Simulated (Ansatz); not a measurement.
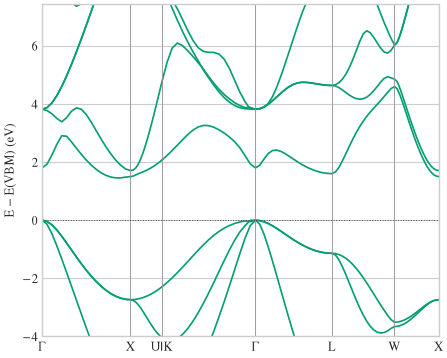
Figure: Band structure from PBEsol (plane waves, PAW; program Ansatz)

Question: Read off the gap and where the band edges lie.

Answer: About 1.5 eV (1.45 eV by a search for the band edges); maximum at Γ, minimum on the Γ–X line, 86 % of the way from Γ.

The material is GaP (zinc blende, F-43m).

The cell was relaxed with PBEsol under the symmetry of its start. Spin–orbit coupling is left out wherever it is not named.

Potentials: the later of the program's two PAW sets.
